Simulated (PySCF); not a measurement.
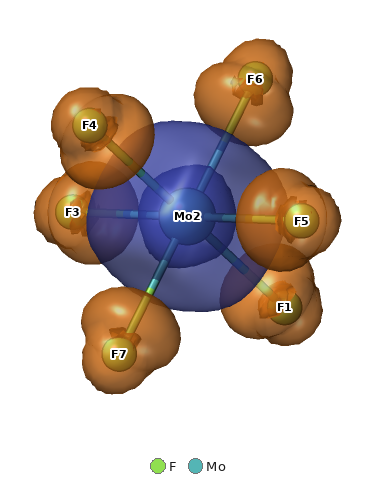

F6Mo, SMILES `F[Mo](F)(F)(F)(F)F`. Deformation density (molecule less spherical, spin-averaged free atoms at the same positions), surfaces at ±0.15 e/Å³; orange: gain, blue: loss.

Method: B3LYP/def2-SVPD; geometry: GFN2-xTB; program: PySCF. Core potentials replace the inner electrons of Mo; spin–orbit coupling isn't included. This is a single-reference result, which may miss multireference character in this system. No frequency check shows the geometry to be a minimum. GFN2-xTB bond lengths at metals and heavier atoms can be off by up to 0.1 Å and shapes distorted, which carries into these values.

Question: Describe the bonding that the map shows.

Answer: Mo2–F3, Mo2–F4, Mo2–F7, Mo2–F6 and 2 more like them: −0.01 e/Å³ at the bond critical point (bond length 1.74 Å); up to 0.6 Å beside the axis the gain reaches +0.29 e/Å³. In all, 1.7 electrons gather in the regions of gain relative to the promolecule. A small or negative value marks a very polar bond, one between electron-rich atoms, whose free-atom densities already overlap strongly, a long bond to a heavier atom, or a closed-shell contact such as a hydrogen bond.
